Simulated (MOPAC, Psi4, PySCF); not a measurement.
Approach curve of the dimer CO2 ··· COS (SMILES O=C=O and O=C=S). Monomers: optimised at B3LYP-D3(BJ) (def2-TZVP), held rigid. Orientation: lowest of the rigid-body minima from ten starts at GFN2-xTB. R is the distance of the centres of mass, along which the second monomer moves.

Geometry at R = 3.96 Å (first 3 atoms: monomer A):
```
6

O     -1.1225     0.2913     0.0000
C      0.0000     0.0000     0.0000
O      1.1225    -0.2913     0.0000
O     -0.8419     0.6251     2.9469
C     -1.9608     0.9126     2.9230
S     -3.4735     1.3014     2.8908
```

Methods: PBE0-D3(BJ)/def2-TZVP, counterpoise-corrected (Psi4); RKS-LDA (SVWN5)/6-31G* = restricted LDA (SVWN5)/6-31G*, spherical d, no counterpoise correction in PySCF; RMP2/6-31G* = restricted MP2 (frozen core)/6-31G*, spherical d, no counterpoise correction in PySCF; AM1, restricted, heats of formation (MOPAC); PBE/def2-TZVP, counterpoise-corrected (Psi4).

Interaction energies in kJ/mol (negative: bound); R is the distance of the centres of mass, d the O1···O4 distance.

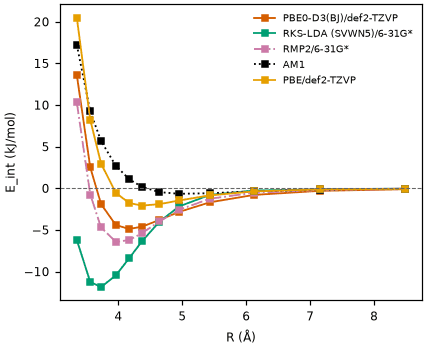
Figure. Interaction energy against separation.

```tsv
R / Å	d / Å	PBE0-D3(BJ)/def2-TZVP	RKS-LDA (SVWN5)/6-31G*	RMP2/6-31G*	AM1	PBE/def2-TZVP
3.35	2.59	13.60	-6.21	10.30	17.22	20.49
3.56	2.71	2.51	-11.26	-0.76	9.22	8.22
3.73	2.82	-1.91	-11.86	-4.71	5.66	2.94
3.96	2.98	-4.42	-10.47	-6.43	2.70	-0.55
4.17	3.13	-4.89	-8.39	-6.23	1.08	-1.78
4.37	3.28	-4.61	-6.37	-5.39	0.15	-2.08
4.64	3.49	-3.82	-4.04	-3.99	-0.46	-1.91
4.95	3.74	-2.84	-2.19	-2.59	-0.67	-1.47
5.43	4.14	-1.69	-0.80	-1.26	-0.60	-0.86
6.12	4.75	-0.80	-0.28	-0.54	-0.38	-0.38
7.15	5.69	-0.31	-0.12	-0.22	-0.17	-0.14
8.49	6.95	-0.12	-0.05	-0.08	-0.07	-0.06
```

Lowest grid point: PBE0-D3(BJ)/def2-TZVP -4.89 kJ/mol at R = 4.17 Å; RKS-LDA (SVWN5)/6-31G* -11.86 kJ/mol at R = 3.73 Å; RMP2/6-31G* -6.43 kJ/mol at R = 3.96 Å; AM1 -0.67 kJ/mol at R = 4.95 Å; PBE/def2-TZVP -2.08 kJ/mol at R = 4.37 Å.
